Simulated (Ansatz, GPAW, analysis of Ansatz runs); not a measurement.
# Preparing Al5AgS8 (F-43m) as a host crystal, part 2 of 2

Before any defect goes in: Al5AgS8 (F-43m) at rest, and how it screens a charge.

Ansatz 0.2.0; plane-wave PAW DFPT, PBEsol; dielectric tensors, Born charges and zone-centre modes of the host (the session's first sound run).

So far, mean electronic dielectric tensor: step 2 (dielectric tensors of the host) 6.85.

### Step 3. Defect free supercell on its symmetric sites

This step: plane-wave PAW DFT, PBEsol; single point of the defect-free supercell (Ansatz 0.2.0).

System of this step: Al5AgS8. The cell holds 56 atoms: 20 Al, 4 Ag and 32 S. Its edges and angles: a = 10.073 Å, b = 10.073 Å, c = 10.073 Å, α = 90.0°, β = 90.0°, γ = 90.0°.

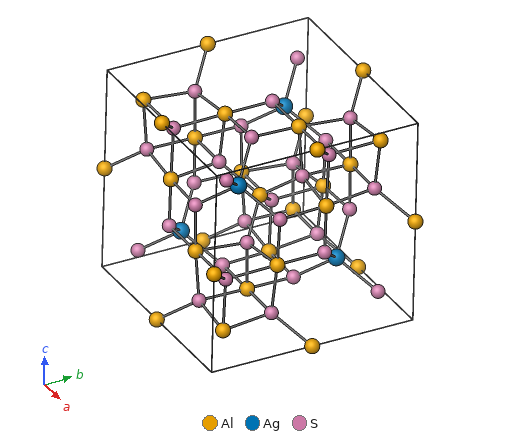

The cell of this step (aluminium orange, silver blue, sulfur pink). Some periodic images of atoms are drawn too.

File pristine.point/input.yaml:

```yaml
crystal:
  lattice:
    - [10.0726000985, 0.0, 0.0]
    - [0.0, 0.0, -10.0726000985]
    - [0.0, 10.0726000985, 0.0]
  atoms:
    - { symbol: Al, position: [0.11855736, 0.38144264, 0.61855736] }
    - { symbol: Al, position: [0.11855736, 0.88144264, 0.11855736] }
    - { symbol: Al, position: [0.61855736, 0.38144264, 0.11855736] }
    - { symbol: Al, position: [0.61855736, 0.88144264, 0.61855736] }
    - { symbol: Al, position: [0.38144264, 0.38144264, 0.88144264] }
    - { symbol: Al, position: [0.38144264, 0.88144264, 0.38144264] }
    - { symbol: Al, position: [0.88144264, 0.38144264, 0.38144264] }
    - { symbol: Al, position: [0.88144264, 0.88144264, 0.88144264] }
    - { symbol: Al, position: [0.38144264, 0.11855736, 0.61855736] }
    - { symbol: Al, position: [0.38144264, 0.61855736, 0.11855736] }
    - { symbol: Al, position: [0.88144264, 0.11855736, 0.11855736] }
    - { symbol: Al, position: [0.88144264, 0.61855736, 0.61855736] }
    - { symbol: Al, position: [0.11855736, 0.11855736, 0.88144264] }
    - { symbol: Al, position: [0.11855736, 0.61855736, 0.38144264] }
    - { symbol: Al, position: [0.61855736, 0.11855736, 0.38144264] }
    - { symbol: Al, position: [0.61855736, 0.61855736, 0.88144264] }
    - { symbol: Al, position: [0.0, 0.0, 0.5] }
    - { symbol: Al, position: [0.0, 0.5, 0.0] }
    - { symbol: Al, position: [0.5, 0.0, 0.0] }
    - { symbol: Al, position: [0.5, 0.5, 0.5] }
    - { symbol: Ag, position: [0.25, 0.25, 0.25] }
    - { symbol: Ag, position: [0.25, 0.75, 0.75] }
    - { symbol: Ag, position: [0.75, 0.25, 0.75] }
    - { symbol: Ag, position: [0.75, 0.75, 0.25] }
    - { symbol: S, position: [0.3861467305, 0.1138532695, 0.3861467305] }
    - { symbol: S, position: [0.3861467305, 0.6138532695, 0.8861467305] }
    - { symbol: S, position: [0.8861467305, 0.1138532695, 0.8861467305] }
    - { symbol: S, position: [0.8861467305, 0.6138532695, 0.3861467305] }
    - { symbol: S, position: [0.1138532695, 0.1138532695, 0.1138532695] }
    - { symbol: S, position: [0.1138532695, 0.6138532695, 0.6138532695] }
    - { symbol: S, position: [0.6138532695, 0.1138532695, 0.6138532695] }
    - { symbol: S, position: [0.6138532695, 0.6138532695, 0.1138532695] }
    - { symbol: S, position: [0.1138532695, 0.3861467305, 0.3861467305] }
    - { symbol: S, position: [0.1138532695, 0.8861467305, 0.8861467305] }
    - { symbol: S, position: [0.6138532695, 0.3861467305, 0.8861467305] }
    - { symbol: S, position: [0.6138532695, 0.8861467305, 0.3861467305] }
    - { symbol: S, position: [0.3861467305, 0.3861467305, 0.1138532695] }
    - { symbol: S, position: [0.3861467305, 0.8861467305, 0.6138532695] }
    - { symbol: S, position: [0.8861467305, 0.3861467305, 0.6138532695] }
    - { symbol: S, position: [0.8861467305, 0.8861467305, 0.1138532695] }
    - { symbol: S, position: [0.3663401085, 0.1336598915, 0.8663401085] }
    - { symbol: S, position: [0.3663401085, 0.6336598915, 0.3663401085] }
    - { symbol: S, position: [0.8663401085, 0.1336598915, 0.3663401085] }
    - { symbol: S, position: [0.8663401085, 0.6336598915, 0.8663401085] }
    - { symbol: S, position: [0.1336598915, 0.1336598915, 0.6336598915] }
    - { symbol: S, position: [0.1336598915, 0.6336598915, 0.1336598915] }
    - { symbol: S, position: [0.6336598915, 0.1336598915, 0.1336598915] }
    - { symbol: S, position: [0.6336598915, 0.6336598915, 0.6336598915] }
    - { symbol: S, position: [0.1336598915, 0.3663401085, 0.8663401085] }
    - { symbol: S, position: [0.1336598915, 0.8663401085, 0.3663401085] }
    - { symbol: S, position: [0.6336598915, 0.3663401085, 0.3663401085] }
    - { symbol: S, position: [0.6336598915, 0.8663401085, 0.8663401085] }
    - { symbol: S, position: [0.3663401085, 0.3663401085, 0.6336598915] }
    - { symbol: S, position: [0.3663401085, 0.8663401085, 0.1336598915] }
    - { symbol: S, position: [0.8663401085, 0.3663401085, 0.1336598915] }
    - { symbol: S, position: [0.8663401085, 0.8663401085, 0.6336598915] }
basis:
  ecutwfc: 420
  xc_grid: 2
hamiltonian:
  xc: pbesol
kpoints:
  mp_grid: { grid: [1, 1, 1], shift: [0.25, 0.25, 0.25] }
scf:
  occupations: { method: fermi_dirac, width: 0.01 }
  max_iter: 80
output:
  forces: true
```

The run is started by

```console
> ansatz run input.yaml --threads 8 --pin off --max-ram 14131MiB --backend cpu --events-out ev --progress --plain --runs-dir out
```

Numbers of over 12 decimals in the logs are rounded to 6 here.

Output:

```text
[...]
Crystal: 56 atoms, lattice volume = 1021.939 Å³
Basis set: ecut = 420 eV, 20005 PW (Γ), exchange–correlation on 144×144×144 points (8 copies of the dense FFT grid, shifted against one another)
Bands: 220, of which v1, the nominal top of the filled ones, is band 164 counted from 1 (163 counted from 0)
Symmetry: 24 space group operations
k-points: 1
[...]
SCF iter   1: F=—  HF=-68952.750552 eV  |F-HF|=—  |Δ(HF+E_count)|=         —  Δρ=5.44e-3  dr2=3.66e-1  ethr=1.77e-3  ⟨swp⟩=8.0  Hψ=1007  notcnv=0  defer=30
[...]
SCF iter   3: F=—  HF=-68952.649189 eV  |F-HF|=—  |Δ(HF+E_count)|=   1.02e-2  Δρ=9.69e-4  dr2=1.20e-2  ethr=1.85e-5  ⟨swp⟩=2.0  Hψ=281  notcnv=0  defer=19
automatic band count: iteration 3 solves 190 bands in place of 220: the levels show a gap, and the empty bands left out lie too high to hold charge; the band table lists the bands solved (type scf.n_extra_bands for more)
SCF iter   4: F=—  HF=-68952.647636 eV  |F-HF|=—  |Δ(HF+E_count)|=   1.55e-3  Δρ=2.89e-4  dr2=1.39e-3  ethr=3.65e-6  ⟨swp⟩=2.0  Hψ=258  notcnv=0  defer=19
[...]
SCF iter   7: F=-68952.647846 eV  HF=-68952.647846 eV  |F-HF|=6.63e-8  |Δ(HF+E_count)|=   1.50e-6  Δρ=3.39e-6  dr2=1.69e-7  ethr=3.05e-10  ⟨swp⟩=4.0  Hψ=605  notcnv=0
SCF 1 converged in 7 iterations: F = -68952.647846 eV  dr2 = 1.69e-7
[...]
SCF converged after 7 iterations
Free energy (F): -68952.647846 eV
[...]
Internal energy: -68952.647846 eV  (E = F + TS)
E sigma→0 (E₀):  -68952.647846 eV
Fermi energy:    7.782354 eV
[...]
--- Forces (eV/Å), atoms counted from 1 ---
  atom   1  Al     0.00677548     0.00677548    -0.02433739
  atom   2  Al     0.00677548     0.00677548    -0.02433739
  atom   3  Al     0.00677548     0.00677548    -0.02433739
  atom   4  Al     0.00677548     0.00677548    -0.02433739
  atom   5  Al    -0.00715196    -0.00715196     0.00715196
  atom   6  Al    -0.00715196    -0.00715196     0.00715196
  atom   7  Al    -0.00715196    -0.00715196     0.00715196
  atom   8  Al    -0.00715196    -0.00715196     0.00715196
  atom   9  Al     0.02433739     0.00677548    -0.00677548
  atom  10  Al     0.02433739     0.00677548    -0.00677548
  atom  11  Al     0.02433739     0.00677548    -0.00677548
  atom  12  Al     0.02433739     0.00677548    -0.00677548
  atom  13  Al     0.00677548     0.02433739    -0.00677548
  atom  14  Al     0.00677548     0.02433739    -0.00677548
  atom  15  Al     0.00677548     0.02433739    -0.00677548
  atom  16  Al     0.00677548     0.02433739    -0.00677548
  atom  17  Al     0.00264287     0.00264287    -0.00264287
  atom  18  Al     0.00264287     0.00264287    -0.00264287
  atom  19  Al     0.00264287     0.00264287    -0.00264287
  atom  20  Al     0.00264287     0.00264287    -0.00264287
  atom  21  Ag    -0.04412506    -0.04412506     0.04412506
  atom  22  Ag    -0.04412506    -0.04412506     0.04412506
  atom  23  Ag    -0.04412506    -0.04412506     0.04412506
  atom  24  Ag    -0.04412506    -0.04412506     0.04412506
  atom  25  S      0.00465227     0.00465227    -0.02918828
  atom  26  S      0.00465227     0.00465227    -0.02918828
  atom  27  S      0.00465227     0.00465227    -0.02918828
  atom  28  S      0.00465227     0.00465227    -0.02918828
  atom  29  S     -0.02400681    -0.02400681     0.02400681
  atom  30  S     -0.02400681    -0.02400681     0.02400681
  atom  31  S     -0.02400681    -0.02400681     0.02400681
  atom  32  S     -0.02400681    -0.02400681     0.02400681
  atom  33  S      0.02918828     0.00465227    -0.00465227
  atom  34  S      0.02918828     0.00465227    -0.00465227
  atom  35  S      0.02918828     0.00465227    -0.00465227
  atom  36  S      0.02918828     0.00465227    -0.00465227
  atom  37  S      0.00465227     0.02918828    -0.00465227
  atom  38  S      0.00465227     0.02918828    -0.00465227
  atom  39  S      0.00465227     0.02918828    -0.00465227
  atom  40  S      0.00465227     0.02918828    -0.00465227
[...]
atom  45  S      0.00588380     0.00588380    -0.00588380
  atom  46  S      0.00588380     0.00588380    -0.00588380
  atom  47  S      0.00588380     0.00588380    -0.00588380
  atom  48  S      0.00588380     0.00588380    -0.00588380
  atom  49  S     -0.01102049     0.00070332    -0.00070332
  atom  50  S     -0.01102049     0.00070332    -0.00070332
  atom  51  S     -0.01102049     0.00070332    -0.00070332
  atom  52  S     -0.01102049     0.00070332    -0.00070332
  atom  53  S      0.00070332    -0.01102049    -0.00070332
  atom  54  S      0.00070332    -0.01102049    -0.00070332
  atom  55  S      0.00070332    -0.01102049    -0.00070332
  atom  56  S      0.00070332    -0.01102049    -0.00070332
  max |Σ_I F_I| component: 4.07e-5 eV/Å
```

The job ended after 8 s (8 threads of Arm Neoverse N1, shared host; peak memory 1.5 GiB).

### Step 4. Defect free supercell relaxed from displaced atoms

This step: plane-wave PAW DFT, PBEsol; relaxation of the defect-free supercell from random displacements, a test of the host's stability (Ansatz 0.2.0).

pristine.rattled/input.yaml, as its differences from pristine.point/input.yaml of step 3:

```diff
@@ -74 +74,5 @@
   forces: true
+relax:
+  f_tol: 0.01
+  max_steps: 120
+  random_displacement: { amplitude: 0.08, seed: 8102 }
```

Output:

```text
[...]
Crystal: 56 atoms, lattice volume = 1021.939 Å³
Basis set: ecut = 420 eV, 20005 PW (Γ), exchange–correlation on 144×144×144 points (8 copies of the dense FFT grid, shifted against one another)
Bands: 220, of which v1, the nominal top of the filled ones, is band 164 counted from 1 (163 counted from 0)
Symmetry: 1 space group operations
k-points: 1
[...]
SCF iter   1: F=—  HF=-68950.941604 eV  |F-HF|=—  |Δ(HF+E_count)|=         —  Δρ=5.41e-3  dr2=3.64e-1  ethr=1.77e-3  ⟨swp⟩=7.0  Hψ=1006  notcnv=0  defer=38
[...]
SCF iter   7: F=-68950.841222 eV  HF=-68950.841223 eV  |F-HF|=9.93e-7  |Δ(HF+E_count)|=   1.54e-7  Δρ=1.36e-5  dr2=1.95e-6  ethr=7.62e-10  ⟨swp⟩=2.0  Hψ=722  notcnv=0
SCF 1 converged in 7 iterations: F = -68950.841222 eV  dr2 = 1.95e-6
[...]
relax step   1: F+E_penalty+E_count = -68950.84122184 eV  Δ(F+E_penalty+E_count) = +0.000e0 eV  max|allowed force component| = 1.532e0 eV/Å  Δτ_max = 0.0000 Å  (7 SCF iters, dr2 threshold 2.50e-6 eV, accepted)
[... the SCF cycles and remarks between the steps are left out from here to the last step ...]
relax step   2: F+E_penalty+E_count = -68952.22962811 eV  Δ(F+E_penalty+E_count) = -1.388e0 eV  max|allowed force component| = 6.716e-1 eV/Å  Δτ_max = 0.1251 Å  (6 SCF iters, dr2 threshold 1.00e-4 eV, accepted)
relax step   3: F+E_penalty+E_count = -68952.64597587 eV  Δ(F+E_penalty+E_count) = -4.163e-1 eV  max|allowed force component| = 5.741e-2 eV/Å  Δτ_max = 0.1250 Å  (6 SCF iters, dr2 threshold 2.82e-5 eV, accepted)
relax step   4: F+E_penalty+E_count = -68952.62577848 eV  Δ(F+E_penalty+E_count) = +2.020e-2 eV  max|allowed force component| = 1.184e-1 eV/Å  Δτ_max = 0.0745 Å  (7 SCF iters, dr2 threshold 2.06e-7 eV, rejected (line search))
relax step   5: F+E_penalty+E_count = -68952.65273319 eV  Δ(F+E_penalty+E_count) = -6.757e-3 eV  max|allowed force component| = 2.357e-2 eV/Å  Δτ_max = 0.0219 Å  (7 SCF iters, accepted)
relax step   6: F+E_penalty+E_count = -68952.65289652 eV  Δ(F+E_penalty+E_count) = -1.633e-4 eV  max|allowed force component| = 3.436e-2 eV/Å  Δτ_max = 0.0212 Å  (6 SCF iters, accepted)
relax step   7: F+E_penalty+E_count = -68952.65283974 eV  Δ(F+E_penalty+E_count) = +5.678e-5 eV  max|allowed force component| = 2.532e-2 eV/Å  Δτ_max = 0.0227 Å  (6 SCF iters, dr2 threshold 1.99e-7 eV, rejected (line search))
relax step   8: F+E_penalty+E_count = -68952.65337165 eV  Δ(F+E_penalty+E_count) = -4.751e-4 eV  max|allowed force component| = 1.395e-2 eV/Å  Δτ_max = 0.0114 Å  (6 SCF iters, accepted)
SCF iter   1: F=—  HF=-68952.653639 eV  |F-HF|=—  |Δ(HF+E_count)|=         —  Δρ=1.62e-4  dr2=1.92e-4  ethr=5.97e-7  ⟨swp⟩=3.0  Hψ=434  notcnv=0  defer=49
[...]
SCF iter   5: F=-68952.653586 eV  HF=-68952.653586 eV  |F-HF|=2.44e-8  |Δ(HF+E_count)|=   6.00e-9  Δρ=2.08e-6  dr2=5.19e-8  ethr=3.05e-11  ⟨swp⟩=4.0  Hψ=655  notcnv=0
SCF 9 converged in 5 iterations: F = -68952.653586 eV  dr2 = 5.19e-8
relax step   9: F+E_penalty+E_count = -68952.65358594 eV  Δ(F+E_penalty+E_count) = -2.143e-4 eV  max|allowed force component| = 3.469e-3 eV/Å  Δτ_max = 0.0065 Å  (5 SCF iters, accepted)
SCF converged after 5 iterations
Free energy (F): -68952.653586 eV
[...]
Internal energy: -68952.653586 eV  (E = F + TS)
E sigma→0 (E₀):  -68952.653586 eV
Fermi energy:    7.782459 eV
[...]
--- Forces (eV/Å), atoms counted from 1 ---
  atom   1  Al    -0.00110033     0.00126643    -0.00107745
  atom   2  Al    -0.00102076     0.00006665    -0.00042044
  atom   3  Al     0.00089300     0.00033597    -0.00030188
  atom   4  Al     0.00001989     0.00012729    -0.00074110
  atom   5  Al    -0.00198542     0.00034884     0.00047787
  atom   6  Al    -0.00136192    -0.00097079     0.00080191
  atom   7  Al    -0.00013971    -0.00056847     0.00038785
  atom   8  Al    -0.00015257     0.00040105     0.00093693
  atom   9  Al    -0.00078229     0.00038869    -0.00132469
  atom  10  Al     0.00186514     0.00012102     0.00018549
  atom  11  Al     0.00138448    -0.00096331     0.00028546
  atom  12  Al     0.00070215     0.00010702    -0.00011529
  atom  13  Al    -0.00013641     0.00020971     0.00063393
  atom  14  Al    -0.00011021    -0.00088430     0.00035259
  atom  15  Al     0.00190801    -0.00119102     0.00031005
  atom  16  Al    -0.00008053    -0.00007602     0.00147595
  atom  17  Al    -0.00026068    -0.00087094    -0.00064425
  atom  18  Al    -0.00014136    -0.00010022    -0.00155118
  atom  19  Al    -0.00080163    -0.00050021    -0.00065689
  atom  20  Al    -0.00148801    -0.00061378    -0.00043048
  atom  21  Ag    -0.00043521    -0.00110243    -0.00021597
  atom  22  Ag    -0.00000210    -0.00138244    -0.00225960
  atom  23  Ag    -0.00216074    -0.00168494    -0.00208149
  atom  24  Ag    -0.00121823    -0.00091819    -0.00179903
  atom  25  S     -0.00010207    -0.00078900    -0.00102602
  atom  26  S      0.00158463     0.00126674     0.00052950
  atom  27  S      0.00274547     0.00346911     0.00251390
  atom  28  S      0.00303262     0.00030742     0.00186591
  atom  29  S     -0.00170160    -0.00141975    -0.00173162
  atom  30  S     -0.00168400    -0.00172615     0.00078250
  atom  31  S      0.00170052     0.00129659    -0.00063926
  atom  32  S     -0.00161002    -0.00139138     0.00014353
  atom  33  S     -0.00165154     0.00029563    -0.00093874
  atom  34  S     -0.00135515    -0.00015158    -0.00158013
  atom  35  S      0.00084336    -0.00110183    -0.00129259
  atom  36  S      0.00142116    -0.00139142     0.00203475
  atom  37  S     -0.00111872    -0.00019438    -0.00134252
  atom  38  S     -0.00168709     0.00151921     0.00134657
  atom  39  S      0.00037781    -0.00047223    -0.00107403
  atom  40  S     -0.00051157    -0.00037739    -0.00192056
[...]
atom  45  S      0.00156973     0.00150857     0.00168678
  atom  46  S     -0.00049247     0.00043396     0.00125145
  atom  47  S     -0.00050891     0.00155618     0.00092891
  atom  48  S      0.00049465     0.00141270     0.00069479
  atom  49  S      0.00165610    -0.00047750     0.00010883
  atom  50  S      0.00233761    -0.00032520     0.00013501
  atom  51  S     -0.00066715     0.00038950     0.00016246
  atom  52  S     -0.00042684     0.00131863    -0.00004533
  atom  53  S      0.00127367     0.00037187     0.00123478
  atom  54  S      0.00051691     0.00086629    -0.00002053
  atom  55  S      0.00063145    -0.00071861    -0.00026526
  atom  56  S      0.00052663     0.00083423     0.00219933
  max |Σ_I F_I| component: 1.44e-5 eV/Å
--- Relaxed structure (9 steps of the walk, 7 accepted, 0 SCFs on fresh bases) ---
  F+E_penalty+E_count = -68952.65358594 eV   max|allowed force component| = 3.469e-3 eV/Å
  atoms:
    - { symbol: Al, position: [0.119260, 0.381451, 0.618545] }
    - { symbol: Al, position: [0.119273, 0.881416, 0.118547] }
    - { symbol: Al, position: [0.619256, 0.381451, 0.118549] }
    - { symbol: Al, position: [0.619249, 0.881469, 0.618545] }
    - { symbol: Al, position: [0.382448, 0.381972, 0.881704] }
    - { symbol: Al, position: [0.382418, 0.881981, 0.381718] }
    - { symbol: Al, position: [0.882425, 0.382000, 0.381738] }
    - { symbol: Al, position: [0.882432, 0.882005, 0.881705] }
    - { symbol: Al, position: [0.381846, 0.118809, 0.618575] }
    - { symbol: Al, position: [0.381854, 0.618795, 0.118578] }
    - { symbol: Al, position: [0.881875, 0.118788, 0.118599] }
    - { symbol: Al, position: [0.881858, 0.618816, 0.618605] }
    - { symbol: Al, position: [0.119252, 0.118842, 0.881215] }
    - { symbol: Al, position: [0.119236, 0.618870, 0.381242] }
    - { symbol: Al, position: [0.619206, 0.118885, 0.381199] }
    - { symbol: Al, position: [0.619263, 0.618857, 0.881216] }
    - { symbol: Al, position: [0.000682, 0.000286, 0.500009] }
    - { symbol: Al, position: [0.000692, 0.500239, 2.364685509955494e-5] }
    - { symbol: Al, position: [0.500706, 0.000260, 3.196573517770557e-6] }
    - { symbol: Al, position: [0.500713, 0.500278, 0.500013] }
    - { symbol: Ag, position: [0.249108, 0.248682, 0.248443] }
    - { symbol: Ag, position: [0.249151, 0.748639, 0.748454] }
    - { symbol: Ag, position: [0.749135, 0.248624, 0.748443] }
    - { symbol: Ag, position: [0.749114, 0.748673, 0.248468] }
    - { symbol: S, position: [0.386665, 0.114614, 0.386030] }
    - { symbol: S, position: [0.386706, 0.614608, 0.886027] }
    - { symbol: S, position: [0.886697, 0.114639, 0.886027] }
    - { symbol: S, position: [0.886667, 0.614645, 0.386062] }
    - { symbol: S, position: [0.113750, 0.113262, 0.113079] }
    - { symbol: S, position: [0.113727, 0.613314, 0.613094] }
    - { symbol: S, position: [0.613690, 0.113330, 0.613044] }
    - { symbol: S, position: [0.613737, 0.613308, 0.113076] }
    - { symbol: S, position: [0.115075, 0.386311, 0.386003] }
    - { symbol: S, position: [0.115078, 0.886272, 0.885995] }
    - { symbol: S, position: [0.615074, 0.386276, 0.886004] }
    - { symbol: S, position: [0.615050, 0.886336, 0.386001] }
    - { symbol: S, position: [0.386718, 0.386232, 0.114358] }
    - { symbol: S, position: [0.386701, 0.886265, 0.614354] }
    - { symbol: S, position: [0.886697, 0.386253, 0.614377] }
    - { symbol: S, position: [0.886713, 0.886221, 0.114355] }
    - { symbol: S, position: [0.367104, 0.133981, 0.866430] }
    - { symbol: S, position: [0.367128, 0.633995, 0.366429] }
    - { symbol: S, position: [0.867132, 0.134009, 0.366419] }
    - { symbol: S, position: [0.867122, 0.633989, 0.866448] }
    - { symbol: S, position: [0.134405, 0.134047, 0.633732] }
    - { symbol: S, position: [0.134436, 0.634011, 0.133755] }
    - { symbol: S, position: [0.634441, 0.134021, 0.133724] }
    - { symbol: S, position: [0.634427, 0.634040, 0.633737] }
    - { symbol: S, position: [0.134393, 0.366688, 0.866447] }
    - { symbol: S, position: [0.134371, 0.866692, 0.366445] }
    - { symbol: S, position: [0.634413, 0.366708, 0.366431] }
    - { symbol: S, position: [0.634415, 0.866707, 0.866409] }
    - { symbol: S, position: [0.367102, 0.366722, 0.633711] }
    - { symbol: S, position: [0.367122, 0.866685, 0.133704] }
    - { symbol: S, position: [0.867118, 0.366690, 0.133743] }
    - { symbol: S, position: [0.867101, 0.866744, 0.633715] }
```

It took 68 s on 8 threads; peak memory 1.5 GiB; 8.3 min of CPU time.

Step by step:

| step | energy less that of the first step (eV) | largest force component (eV/Å) |
| --- | --- | --- |
| 1 | 0.0000 | 1.5316 |
| 2 | -1.3884 | 0.6716 |
| 3 | -1.8048 | 0.0574 |
| 4 | -1.7846 | 0.1184 |
| 5 | -1.8115 | 0.0236 |
| 6 | -1.8117 | 0.0344 |
| 7 | -1.8116 | 0.0253 |
| 8 | -1.8121 | 0.0140 |
| 9 | -1.8124 | 0.0035 |

Relaxation steps 4, 7 were tried and not accepted.

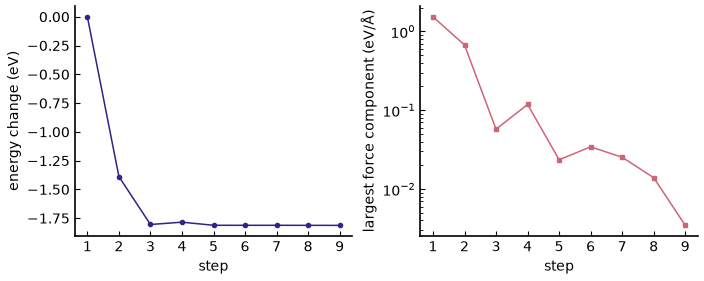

Energy and largest force along the relaxation.

The atoms that moved most (Å, from the sites as typed, ahead of the random displacement, the mean shift of all atoms taken out):

| atom | dx | dy | dz | length |
| --- | --- | --- | --- | --- |
| Ag23 | -0.014 | -0.014 | 0.015 | 0.025 |
| Ag21 | -0.015 | -0.014 | 0.015 | 0.025 |
| Ag22 | -0.014 | -0.014 | 0.015 | 0.025 |
| Ag24 | -0.015 | -0.014 | 0.015 | 0.025 |
| S31 | -0.007 | -0.007 | 0.007 | 0.012 |
| S29 | -0.007 | -0.007 | 0.007 | 0.012 |
| S32 | -0.007 | -0.007 | 0.007 | 0.012 |
| S30 | -0.007 | -0.006 | 0.007 | 0.012 |

The relaxation ends 32 meV an atom lower than the displaced start, with a largest force component of 0.0035 eV/Å.

### Step 5. What came out

```
electronic dielectric constant                         : 6.85
static dielectric constant                             : 11.47
gap on the k-mesh of the response run (PBEsol)         : 1.38 eV
symmetric supercell less the displaced and relaxed one : 0.006 eV
```

In words: Step 4: The energy fell by 1.812 eV from the randomly displaced start; against the sites as typed, Ag23 ends farthest off, by 0.03 Å, once the mean shift is taken out. The displaced cell ends within 0.01 eV of the symmetric one, so no lower structure shows in this supercell. The k-mesh can miss the band edges, so this gap is an upper bound at this level. All at zero temperature.

[Logs are printed without paths, hosts, clocks, repeated set-up lines and the standing remarks that a program may print on its own settings, such as how far it seeks lower states.]

[Hosts, paths, dates, database ids (printed as entryN), source tags and the programs' standing remarks are cut or masked in the printed files.]

[Runs of the host that timed out are not shown.]

[For some hosts the program warned that the k-mesh of the response run may be too coarse for force constants and the static dielectric constant; such warnings are not always shown.]

[The program warned that the k-mesh of a response run behind this text may be too coarse: force constants, and the static dielectric constant and all else formed from them, are not shown converged.]
